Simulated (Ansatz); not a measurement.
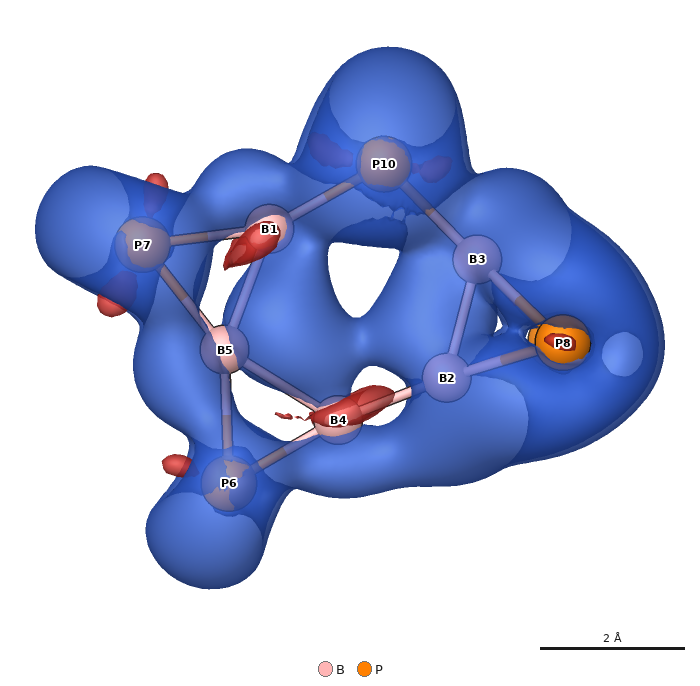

Figure. B5P5 (quintet). Isosurfaces of the spin density at +0.015 (blue) and −0.015 e/Å³ (red), seen at a tilt.

Geometry: r2SCAN-D4/def2-SVP.

These are results of UKS PBE0-D4/def2-TZVP (Ansatz 0.2.0), not measurements.

```xyz
10

B     1.1556   -1.1227    0.8797
B    -1.0211    0.8617   -0.4536
B    -1.3138    0.4364    1.1698
B     0.2341    0.3563   -1.3560
B     1.6163   -0.7790   -0.8224
P     1.4864   -0.0385   -2.5331
P     2.6484   -1.8850    0.2603
P    -1.7284    2.2974    0.7163
P    -2.9155    0.5753    0.0517
P    -0.1621   -0.7020    2.0874
```

> Where is the unpaired spin?

The unpaired spin (4 electrons) lies mostly on P10 (about 0.8), P8 (about 0.5), P9 (about 0.5), B2 (about 0.4), P7 (about 0.4), B3 (about 0.4) and P6 (about 0.3), in electrons by Hirshfeld's partition.
